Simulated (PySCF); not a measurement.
SMILES C(=[C])=[C] at its CAM-B3LYP/def2-SVP optimised geometry (Å):

```
3

C      1.2892     0.0000     0.0000
C      0.0000     0.0000     0.0000
C     -1.2892     0.0000     0.0001
```

Computed with CAM-B3LYP/def2-TZVP run with PySCF 2.14.0. Cells within 0.4 Å of a nucleus heavier than hydrogen are left out (blank, or x).

Map of the electrostatic potential (hartree/e), clipped to [-0.08, 0.12] on the plane z = 0.0 Å:

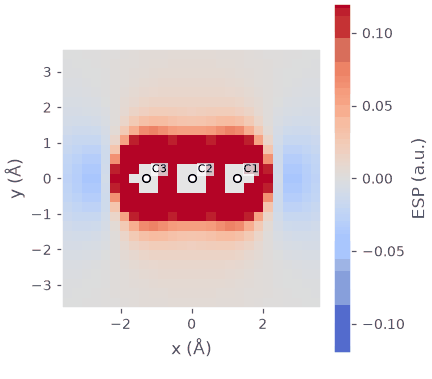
Fig. 1. Electrostatic potential (hartree/e), clipped to [-0.08, 0.12] on the plane z = 0.0 Å.
